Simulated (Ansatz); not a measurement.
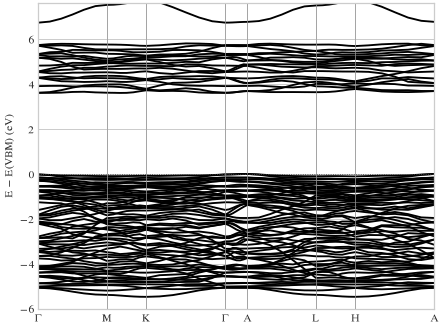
*Band structure from r²SCAN (plane waves, PAW; program Ansatz)*

The gap is 3.60 eV; an edge lies off the plotted path or next to a special point (maximum on the Γ–A line, 85 % of the way from Γ, minimum off the standard path).

Question: Pick the material that matches.
A. MnBr2, CdI2 type
B. Ga2O3, La2O3 or Ni2Al3 type
C. Li4Nb6O18Zn, P3 (Pearson symbol hP29)
D. Li2HfN2, P-3m1 (Li on 2d, Hf on 1a, N on 2d)

Answer: C, Li4Nb6O18Zn, P3 (Pearson symbol hP29)

The start of the workflow was typed in or built on a structure type; neither database checked (COD, Materials Project) lists it. Whether it is the stable phase at ambient conditions was not checked. Symmetry was held in the r²SCAN relaxation; its stability against distortions is not shown here. The run is not spin-polarised. Scalar-relativistic: spin–orbit coupling is off unless named, which matters more the heavier the elements.

Potentials: the later of the program's two PAW sets.
